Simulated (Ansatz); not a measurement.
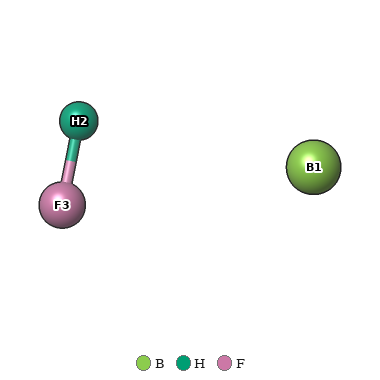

The system is B + HF, spin multiplicity 2; the picture shows the reference structure. First axis: distance B1–H2. Second axis: distance H2–F3. Nothing is relaxed (the angle B1–H2–F3 is fixed at 90 degrees). The grid has 12 × 12 points. Points are written as (first, second). Energies are in eV, from the lowest grid point. These are results of UKS BHLYP-D4/aug-cc-pVTZ (Ansatz), not measurements.

Its coordinates:

```json
{"atom": "B", "x (Å)": "-2.5200", "y (Å)": "0.0000", "z (Å)": "0.0000"}
{"atom": "H", "x (Å)": "0.0000", "y (Å)": "0.0000", "z (Å)": "0.0000"}
{"atom": "F", "x (Å)": "0.0000", "y (Å)": "0.9020", "z (Å)": "0.0000"}
```

Range: distance B1–H2 from 0.920 to 2.520 Å; distance H2–F3 from 0.728 to 2.328 Å.

> Predict the map.

The lowest grid point is at (2.520 Å, 0.902 Å). It lies in a valley that leaves the map towards separated partners. A higher local minimum lies near (1.216 Å, 1.302 Å) (0.37 eV above the lowest at that grid point). The highest grid point, (0.920 Å, 0.728 Å), lies 9.27 eV above the lowest.

| distance H2–F3 ↓, distance B1–H2 → | 0.920 | 0.991 | 1.094 | 1.216 | 1.350 | 1.494 | 1.648 | 1.809 | 1.978 | 2.153 | 2.334 | 2.520 |
| --- | --- | --- | --- | --- | --- | --- | --- | --- | --- | --- | --- | --- |
| 2.328 | 3.20 | 2.51 | 2.04 | 1.98 | 2.13 | 2.46 | 2.90 | 3.39 | 3.88 | 4.36 | 4.79 | 5.00 |
| 2.142 | 2.80 | 2.16 | 1.78 | 1.82 | 1.97 | 2.30 | 2.74 | 3.22 | 3.71 | 4.17 | 4.56 | 4.83 |
| 1.961 | 2.29 | 1.68 | 1.33 | 1.41 | 1.71 | 2.07 | 2.51 | 2.99 | 3.46 | 3.91 | 4.29 | 4.58 |
| 1.786 | 1.83 | 1.24 | 0.91 | 1.00 | 1.34 | 1.74 | 2.20 | 2.67 | 3.13 | 3.56 | 3.92 | 4.20 |
| 1.617 | 1.48 | 0.91 | 0.59 | 0.66 | 0.97 | 1.38 | 1.83 | 2.28 | 2.71 | 3.09 | 3.40 | 3.65 |
| 1.456 | 1.34 | 0.76 | 0.42 | 0.44 | 0.69 | 1.04 | 1.44 | 1.84 | 2.19 | 2.49 | 2.72 | 2.89 |
| 1.302 | 1.51 | 0.89 | 0.47 | 0.37 | 0.51 | 0.77 | 1.06 | 1.33 | 1.56 | 1.74 | 1.87 | 1.97 |
| 1.158 | 2.07 | 1.35 | 0.77 | 0.52 | 0.49 | 0.57 | 0.69 | 0.80 | 0.88 | 0.94 | 0.99 | 1.03 |
| 1.024 | 3.10 | 2.20 | 1.41 | 0.91 | 0.64 | 0.50 | 0.41 | 0.35 | 0.30 | 0.28 | 0.27 | 0.27 |
| 0.902 | 4.70 | 3.56 | 2.46 | 1.66 | 1.13 | 0.76 | 0.48 | 0.29 | 0.15 | 0.07 | 0.02 | 0.00 |
| 0.799 | 6.92 | 5.49 | 4.05 | 2.96 | 2.20 | 1.65 | 1.25 | 0.97 | 0.78 | 0.66 | 0.59 | 0.56 |
| 0.728 | 9.27 | 7.59 | 5.89 | 4.59 | 3.68 | 3.03 | 2.57 | 2.25 | 2.03 | 1.90 | 1.82 | 1.78 |

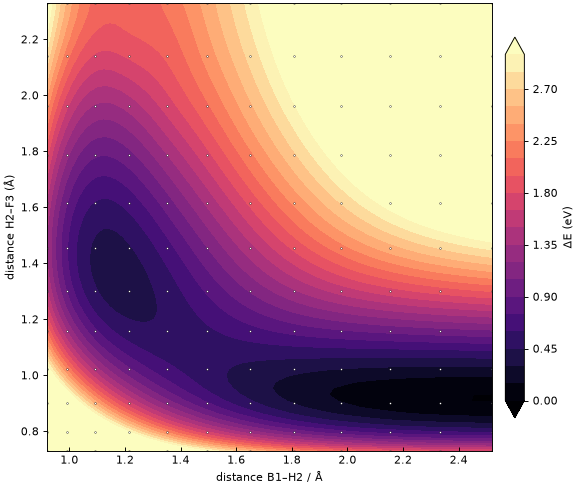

The picture shows filled contours, dots at the grid points, one colour for all values above the top of the scale. Between grid points the surface is interpolated.

Time for the 144 points that were run: 11 min on 1 thread of Arm Neoverse V2, on a shared host.
